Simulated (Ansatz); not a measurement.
# SiN+ (triplet): one geometry, many settings at distance Si1–N2 = 2.506 Å

What do other methods and options give for SiN+ (triplet) at this geometry, and how long do they take?

The runs use Ansatz 0.2.0, Gaussian basis; the settings change from run to run.

19 further runs of the same task are left out: 4 for a known fault of the program, 13 that didn't finish, 2 set aside as unsound or not needed. Runs told in other sessions of the task aren't counted.

### Step 1. The geometry

The geometry derives from a PBE0/def2-TZVP stationary point (not a proven minimum). One bond is set to the value named and the two fragments are kept rigid.

2 atoms, charge 1, spin multiplicity 3.

Atoms are counted from 1 here; the program's logs count them from 0.

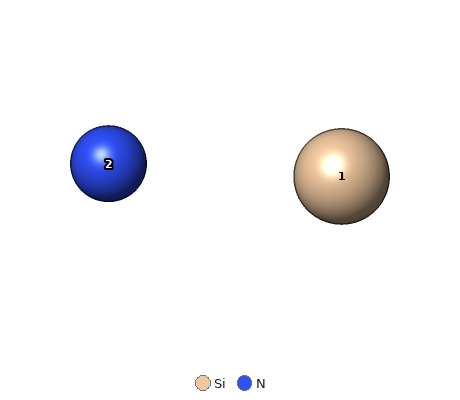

The geometry (silicon light orange, nitrogen blue); atoms are numbered from 1 in the order of the file.

### Step 2. CCSD(T) on ROHF/aug-cc-pVDZ

File in.yaml:

```yaml
crystal:
  periodic: [false, false, false]
  atoms:
    - {symbol: Si, position_ang: [0.000000, 0.000000, 0.000000]}
    - {symbol: N, position_ang: [0.000000, 0.000000, 2.506000]}
basis:
  gaussian: {orbitals: aug-cc-pVDZ, fitting: {mean_field: def2-universal-jkfit}}
total_charge: 1
magnetization: {spin_polarized: false, initial_magnetization: 2}
correlation: {method: ccsd_t, electrons: outside_noble_gas}
scf: {lower_state_search: off}
output: {forces: true}
```

Command:

```bash
$ ansatz run in.yaml --threads 1 --pin off --events-out ev --progress --plain --max-ram 2393MiB
```

The log of the run (excerpt; [...] marks lines left out):

```text
Functional definition: HF
  name "HF"
  cite "Fock, Z. Phys. 61, 126 (1930) doi:10.1007/BF01340294"
  parent pbe
[...]
205 factors; integrals over basis functions are off by at most 2.4e-1 eV
[...]
mean field -9330.89818062 eV, -342.9041834280 hartree, gradient 1.3e-6 eV, S^2 2.000000; 1 other end points of the search recorded, 0 dependent functions left out
6 core orbitals not correlated: weight in the atoms' cores, before any rotation towards them, 1.000 or more for the frozen orbitals, at most 0.000 for the correlated occupied ones
reference -9330.89818062 eV, -342.9041834280 hartree; 5, 3 occupied and 39, 41 virtual orbitals, 205 factors
second order -4.55038139 eV of doubles, -0.12483583 eV of singles
cycle   1  -5.39464696 eV  change   -7.1e-1 eV  update   1.1e-1
[...]
cycle  20  -6.02044649 eV  change    7.1e-7 eV  update   4.8e-7
perturbative correction -0.27077326 eV, -0.0099507338 hartree
[...]
Total energy: -9337.18940037 eV, -343.1353814894 hartree
Atom 0 at     0.000000     0.000000     0.000000 Å, force     0.000000    -0.000000     1.735077 eV/Å
Atom 1 at     0.000000     0.000000     2.506000 Å, force    -0.000000     0.000000    -1.735077 eV/Å
Dipole moment:     0.000000     0.000000    -0.784079 e Å
Checks for a lower state left out: starts, cluster_reference, orbital_swaps, neighbouring_geometries, increment
```

Run time: 2.3 s. Hardware: 1 thread of Arm Neoverse V1, shared host.

From the report: correlation -6.2912 eV; T1 0.072; largest double amplitude 0.21.

### Step 3. MRCISD+Q(6,5)/6-31G

File in.yaml:

```yaml
crystal:
  periodic: [false, false, false]
  atoms:
    - {symbol: Si, position_ang: [0.000000, 0.000000, 0.000000]}
    - {symbol: N, position_ang: [0.000000, 0.000000, 2.506000]}
basis:
  gaussian: {orbitals: 6-31G}
total_charge: 1
magnetization: {spin_polarized: false, initial_magnetization: 2}
correlation: {method: fic_mrcisd_q, electrons: all, active_space: {window: {electrons: 6, orbitals: 5}}}
scf: {lower_state_search: off}
```

The command is unchanged.

The log of the run (excerpt; [...] marks lines left out):

```text
Functional definition: HF
  name "HF"
  cite "Fock, Z. Phys. 61, 126 (1930) doi:10.1007/BF01340294"
  parent pbe
[...]
272 factors; integrals over basis functions are off by at most 1.6e-4 eV
[...]
mean field -9329.79182616 eV, -342.8635256515 hartree, gradient 2.6e-6 eV, S^2 2.000000; 0 other end points of the search recorded, 0 dependent functions left out
reference -9329.79182616 eV, -342.8635256515 hartree; 11, 9 occupied and 11, 13 virtual orbitals, 272 factors
state -9330.18495038 eV, -342.8779726999 hartree
contracted CI cycle   1: correlation 0.00000000 eV, 0.0000000000 hartree, residual 1.32e1 eV
contracted CI cycle   2: correlation -2.88695410 eV, -0.1060936062 hartree, residual 4.00e0 eV
contracted CI cycle   3: correlation -3.30385646 eV, -0.1214144856 hartree, residual 1.97e0 eV
contracted CI cycle   4: correlation -3.38819962 eV, -0.1245140393 hartree, residual 8.27e-1 eV
[...]
contracted CI cycle   7: correlation -3.40300858 eV, -0.1250582587 hartree, residual 5.67e-2 eV
contracted CI cycle   8: correlation -3.40308041 eV, -0.1250608982 hartree, residual 2.66e-2 eV
contracted CI cycle   9: correlation -3.40309817 eV, -0.1250615512 hartree, residual 1.59e-2 eV
contracted CI cycle  10: correlation -3.40310513 eV, -0.1250618068 hartree, residual 9.17e-3 eV
contracted CI cycle  11: correlation -3.40310724 eV, -0.1250618842 hartree, residual 4.98e-3 eV
contracted CI cycle  12: correlation -3.40310769 eV, -0.1250619010 hartree, residual 1.99e-3 eV
contracted CI cycle  13: correlation -3.40310778 eV, -0.1250619040 hartree, residual 9.12e-4 eV
contracted CI cycle  14: correlation -3.40310779 eV, -0.1250619046 hartree, residual 3.67e-4 eV
state -9330.18495038 eV, -342.8779726999 hartree; corrected -9334.23640682 eV, -343.0268609780 hartree
Total energy: -9334.23640682 eV, -343.0268609780 hartree
Checks for a lower state left out: stability, starts, cluster_reference, orbital_swaps, neighbouring_geometries, increment
```

Run time: 0.9 s. Hardware: 1 thread of Arm Neoverse V1, shared host.

From the report: 24 determinants; active occupations 2.00, 1.96, 1.00, 1.00, 0.04.

### Step 4. NEVPT2(2,4)/def2-SVP

File in.yaml:

```yaml
crystal:
  periodic: [false, false, false]
  atoms:
    - {symbol: Si, position_ang: [0.000000, 0.000000, 0.000000]}
    - {symbol: N, position_ang: [0.000000, 0.000000, 2.506000]}
basis:
  gaussian: {orbitals: def2-SVP}
total_charge: 1
magnetization: {spin_polarized: false, initial_magnetization: 2}
correlation: {method: sc_nevpt2, electrons: valence, active_space: {window: {electrons: 2, orbitals: 4}}}
output: {forces: true}
```

Launched as before.

The log of the run (excerpt; [...] marks lines left out):

```text
Functional definition: HF
  name "HF"
  cite "Fock, Z. Phys. 61, 126 (1930) doi:10.1007/BF01340294"
  parent pbe
[...]
308 factors; integrals over basis functions are off by at most 4.7e-4 eV
[...]
mean field -9326.55110086 eV, -342.7444311932 hartree, gradient 1.7e-6 eV, S^2 2.000000; 10 other end points of the search recorded, 0 dependent functions left out
reference -9326.55110086 eV, -342.7444311932 hartree; 11, 9 occupied and 21, 23 virtual orbitals, 308 factors
state -9326.66466392 eV, -342.7486045587 hartree
state -9326.66466392 eV, -342.7486045587 hartree; corrected -9331.00692639 eV, -342.9081797612 hartree
[...]
Total energy: -9331.00692639 eV, -342.9081797612 hartree
Atom 0 at     0.000000     0.000000     0.000000 Å, force     0.000000    -0.000000     2.683432 eV/Å
Atom 1 at     0.000000     0.000000     2.506000 Å, force    -0.000000     0.000000    -2.683432 eV/Å
Dipole moment:     0.000000    -0.000000    -0.905251 e Å
```

Wall time 2 s (1 thread of Arm Neoverse V1, shared host).

From the report: 8 determinants; active occupations 1.00, 1.00, 0.00, 0.00.

### Step 5. CISDT/6-31G

File in.yaml:

```yaml
crystal:
  periodic: [false, false, false]
  atoms:
    - {symbol: Si, position_ang: [0.000000, 0.000000, 0.000000]}
    - {symbol: N, position_ang: [0.000000, 0.000000, 2.506000]}
basis:
  gaussian: {orbitals: 6-31G}
total_charge: 1
magnetization: {spin_polarized: false, initial_magnetization: 2}
correlation: {active_space: {ras: {orbitals: [3, 2, 11], electrons: 8, max_holes: 3, max_particles: 3}, fixed_orbitals: true}}
```

Same command.

The log of the run (excerpt; [...] marks lines left out):

```text
Functional definition: HF
  name "HF"
  cite "Fock, Z. Phys. 61, 126 (1930) doi:10.1007/BF01340294"
  parent pbe
[...]
272 factors; integrals over basis functions are off by at most 1.6e-4 eV
[...]
mean field -9329.79182616 eV, -342.8635256515 hartree, gradient 2.6e-6 eV, S^2 2.000000; 17 other end points of the search recorded, 0 dependent functions left out
reference -9329.79182616 eV, -342.8635256515 hartree; 11, 9 occupied and 11, 13 virtual orbitals, 272 factors
state -9333.64294734 eV, -343.0050517443 hartree
Total energy: -9333.64294734 eV, -343.0050517443 hartree
```

Run time: 1.6 s. Hardware: 1 thread of Arm Neoverse V1, shared host.

From the report: 28,360 determinants.

### Step 6. CCSD(T) on UHF/6-31++G**

File in.yaml:

```yaml
crystal:
  periodic: [false, false, false]
  atoms:
    - {symbol: Si, position_ang: [0.000000, 0.000000, 0.000000]}
    - {symbol: N, position_ang: [0.000000, 0.000000, 2.506000]}
basis:
  gaussian: {orbitals: "6-31++G**"}
total_charge: 1
magnetization: {spin_polarized: true, initial_magnetization: 2}
correlation: {method: ccsd_t, electrons: valence}
scf: {lower_state_search: light}
```

Same command.

The log of the run (excerpt; [...] marks lines left out):

```text
Functional definition: HF
  name "HF"
  cite "Fock, Z. Phys. 61, 126 (1930) doi:10.1007/BF01340294"
  parent pbe
[...]
362 factors; integrals over basis functions are off by at most 3.8e-4 eV
[...]
mean field -9331.92696204 eV, -342.9419904476 hartree, gradient 8.3e-6 eV, S^2 3.009352; 17 other end points of the search recorded, 0 dependent functions left out
determinant -9331.92696204 eV, -342.9419904476 hartree, with singles and doubles -9335.87557457 eV, -343.0870992816 hartree
determinant -9331.67891171 eV, -342.9328747662 hartree, with singles and doubles -9336.03232170 eV, -343.0928596326 hartree
determinant -9330.43792355 eV, -342.8872692926 hartree, with singles and doubles -9335.63580224 eV, -343.0782878112 hartree
determinant -9330.32914090 eV, -342.8832716040 hartree, with singles and doubles -9334.77111764 eV, -343.0465112382 hartree
[...]
determinant -9328.68175943 eV, -342.8227314516 hartree, with singles and doubles -9333.24342813 eV, -342.9903696843 hartree
determinant -9331.92696204 eV, -342.9419904476 hartree, with singles and doubles -9335.87863712 eV, -343.0872118284 hartree
determinant -9331.67891171 eV, -342.9328747662 hartree, with singles and doubles -9336.06026891 eV, -343.0938866735 hartree
determinant -9330.43792355 eV, -342.8872692926 hartree, with singles and doubles -9335.76174848 eV, -343.0829162502 hartree
6 core orbitals not correlated: weight in the atoms' cores, before any rotation towards them, 1.000 or more for the frozen orbitals, at most 0.000 for the correlated occupied ones
reference -9331.67891171 eV, -342.9328747662 hartree; 5, 3 occupied and 31, 33 virtual orbitals, 362 factors
second order -3.21189941 eV of doubles, -0.00000000 eV of singles
cycle   1  -4.38135514 eV  change    2.1e-6 eV  update   3.5e-6
perturbative correction -0.13994986 eV, -0.0051430625 hartree
Total energy: -9336.20021670 eV, -343.0990296601 hartree
```

Wall time 6 s (1 thread of Arm Neoverse V1, shared host).

From the report: ⟨S²⟩ of the determinant 2.779 (pure triplet: 2.00); correlation -4.5213 eV; T1 0.055; largest double amplitude 0.10. The determinant of CCSD(T) (⟨S²⟩ 2.78) is far from a pure spin state, so its energy mixes those of several spin states; high orders of coupled cluster remove much of that, low ones don't.

### Step 7. CASCI(2,3)/6-31G

File in.yaml:

```yaml
crystal:
  periodic: [false, false, false]
  atoms:
    - {symbol: Si, position_ang: [0.000000, 0.000000, 0.000000]}
    - {symbol: N, position_ang: [0.000000, 0.000000, 2.506000]}
basis:
  gaussian: {orbitals: 6-31G}
total_charge: 1
magnetization: {spin_polarized: false, initial_magnetization: 2}
correlation: {active_space: {window: {electrons: 2, orbitals: 3}, fixed_orbitals: true}}
accuracy: high
```

The command is unchanged.

The log of the run (excerpt; [...] marks lines left out):

```text
Functional definition: HF
  name "HF"
  cite "Fock, Z. Phys. 61, 126 (1930) doi:10.1007/BF01340294"
  parent pbe
[...]
452 factors; integrals over basis functions are off by at most 3.3e-9 eV
[...]
mean field -9329.79185050 eV, -342.8635265459 hartree, gradient 4.2e-8 eV, S^2 2.000000; 17 other end points of the search recorded, 0 dependent functions left out
reference -9329.79185050 eV, -342.8635265459 hartree; 11, 9 occupied and 11, 13 virtual orbitals, 452 factors
state -9329.79185050 eV, -342.8635265459 hartree
WARN: the results are in doubt because the space or a class takes a part of the degenerate orbitals at -7.0502 eV
Total energy: -9329.79185050 eV, -342.8635265459 hartree
In doubt: the space or a class takes a part of the degenerate orbitals at -7.0502 eV
```

Run time: 0.75 s. Hardware: 1 thread of Arm Neoverse V1, shared host.

From the report: 4 determinants; active occupations 1.00, 1.00, 0.00. With so small a space the active step adds no correlation: the energy is the mean field's. The program marks this result as in doubt; its last lines say why.

### Step 8. CCSD/6-31G

Changes to in.yaml since step 7:

```diff
@@ -9,3 +9,3 @@
 magnetization: {spin_polarized: false, initial_magnetization: 2}
-correlation: {active_space: {window: {electrons: 2, orbitals: 3}, fixed_orbitals: true}}
-accuracy: high
+hamiltonian: {xc: {name: PBE}}
+correlation: {method: ccsd, electrons: outside_noble_gas, diis_vectors: 12}
```

Launched as before.

The log of the run (excerpt; [...] marks lines left out):

```text
Functional definition: PBE
  name "PBE"
  cite "Perdew, Burke & Ernzerhof, Phys. Rev. Lett. 77, 3865 (1996) doi:10.1103/PhysRevLett.77.3865"
  parent pbe
[...]
272 factors; integrals over basis functions are off by at most 1.6e-4 eV
[...]
mean field -9345.78022456 eV, -343.4510884551 hartree, gradient 1.3e-6 eV, S^2 2.000000; 10 other end points of the search recorded, 0 dependent functions left out
[...]
unrestricted determinant -9331.71848015 eV, -342.9343288796 hartree, S^2 2.9950
6 core orbitals not correlated: weight in the atoms' cores, before any rotation towards them, 1.000 or more for the frozen orbitals, at most 0.000 for the correlated occupied ones
reference -9328.80747169 eV, -342.8273512919 hartree; 5, 3 occupied and 11, 13 virtual orbitals, 272 factors
second order -3.81385428 eV of doubles, -0.63901214 eV of singles
cycle   1  -3.91449929 eV  change    2.6e-1 eV  update   1.7e-1
[...]
cycle  16  -4.79497033 eV  change    6.5e-6 eV  update   5.6e-6
WARN: the results are in doubt because among natural orbitals full CI differs from the method by -0.147 eV
Total energy: -9333.60244202 eV, -343.0035632014 hartree
In doubt: among natural orbitals full CI differs from the method by -0.147 eV
```

Wall time 3.2 s (1 thread of Arm Neoverse V1, shared host).

From the report: correlation -4.7950 eV; T1 0.083; largest double amplitude 0.26. The orbitals are Kohn-Sham ones, so correlation energy and T1 don't compare with those on Hartree-Fock orbitals. The program marks this result as in doubt; its last lines say why.

### Step 9. HF (ROHF)/6-31G*

File in.yaml:

```yaml
crystal:
  periodic: [false, false, false]
  atoms:
    - {symbol: Si, position_ang: [0.000000, 0.000000, 0.000000]}
    - {symbol: N, position_ang: [0.000000, 0.000000, 2.506000]}
basis:
  gaussian: {orbitals: "6-31G*"}
total_charge: 1
magnetization: {spin_polarized: false, initial_magnetization: 2}
hamiltonian: {xc: hf}
accuracy: high
output: {orbitals: {seedname: orbitals}}
```

The command is unchanged.

The log of the run (excerpt; [...] marks lines left out):

```text
Functional definition: HF
  name "HF"
  cite "Fock, Z. Phys. 61, 126 (1930) doi:10.1007/BF01340294"
  parent pbe
[...]
565 factors; integrals over basis functions are off by at most 3.6e-9 eV
[...]
mean field -9330.07163776 eV, -342.8738085379 hartree, gradient 2.7e-8 eV, S^2 2.000000; 4 other end points of the search recorded, 0 dependent functions left out
reference -9330.07163776 eV, -342.8738085379 hartree; 11, 9 occupied and 23, 25 virtual orbitals, 565 factors
Total energy: -9330.07163776 eV, -342.8738085379 hartree
```

Wall time 0.66 s (1 thread of Arm Neoverse V1, shared host).

### Step 10. CASCI(2,4)/STO-3G

File in.yaml:

```yaml
crystal:
  periodic: [false, false, false]
  atoms:
    - {symbol: Si, position_ang: [0.000000, 0.000000, 0.000000]}
    - {symbol: N, position_ang: [0.000000, 0.000000, 2.506000]}
basis:
  gaussian: {orbitals: STO-3G}
total_charge: 1
magnetization: {spin_polarized: false, initial_magnetization: 2}
correlation: {active_space: {window: {electrons: 2, orbitals: 4}, fixed_orbitals: true, states: [{multiplicity: 3, weights: [0.5, 1, 0.5, 1]}], root: 1}}
```

The command is unchanged.

The log of the run (excerpt; [...] marks lines left out):

```text
Functional definition: HF
  name "HF"
  cite "Fock, Z. Phys. 61, 126 (1930) doi:10.1007/BF01340294"
  parent pbe
[...]
214 factors; integrals over basis functions are off by at most 2.3e-8 eV
[...]
mean field -9223.62572196 eV, -338.9619932841 hartree, gradient 3.2e-7 eV, S^2 2.000000; 16 other end points of the search recorded, 0 dependent functions left out
reference -9223.62572196 eV, -338.9619932841 hartree; 11, 9 occupied and 3, 5 virtual orbitals, 214 factors
state -9223.62582204 eV, -338.9619969620 hartree
state -9213.65790633 eV, -338.5956828161 hartree
state -9213.65790633 eV, -338.5956828161 hartree
state -9213.63490363 eV, -338.5948374824 hartree
Total energy: -9213.65790633 eV, -338.5956828161 hartree
```

Wall time 0.27 s (1 thread of Arm Neoverse V1, shared host).

From the report: 8 determinants; active occupations (of the averaged states) 0.58, 0.58, 0.42, 0.42.

### Step 11. All runs side by side

Where basis and cores are those of an earlier FCI/6-31G run (-9333.9008 eV), and the records show the same count of frozen orbitals and kind of state, the miss against it is given; a blank cell means that this couldn't be shown. † marks a result that the program doubts.

```
                                           level         correlated  functions  energy (eV)  from FCI (meV)    time
                     CCSD(T) on ROHF/aug-cc-pVDZ  outside noble gas         50   -9337.1894                   2.3 s
                             MRCISD+Q(6,5)/6-31G                all         22   -9334.2364                   0.9 s
                            NEVPT2(2,4)/def2-SVP            valence         32   -9331.0069                     2 s
                                     CISDT/6-31G            valence         22   -9333.6429                   1.6 s
                        CCSD(T) on UHF/6-31++G**            valence         42   -9336.2002                     6 s
                              CASCI(2,3)/6-31G †                            22   -9329.7919          4108.9  0.75 s
                  CCSD/6-31G (on PBE orbitals) †  outside noble gas         22   -9333.6024           298.3   3.2 s
                                HF (ROHF)/6-31G*                            34   -9330.0716                  0.66 s
CASCI(2,4)/STO-3G (excited root 1 of an average)                            14   -9213.6579                  0.27 s
```

### Step 12. Outcome

```
quantity                                                     value
    runs                                                         9
quickest  CASCI(2,4)/STO-3G (excited root 1 of an average), 0.27 s
 slowest                             CCSD(T) on UHF/6-31++G**, 6 s
```

**Reading.** Total energies in different bases, with other cores or another treatment of relativity can't be set against each other. CCSD(T) on UHF/6-31++G** took 22 times as long as CASCI(2,4)/STO-3G (excited root 1 of an average); the jobs differ in more than the method. Hartree-Fock, CASSCF and CASCI lack dynamic correlation by design. Cores frozen from Kohn-Sham orbitals shift the total energy.
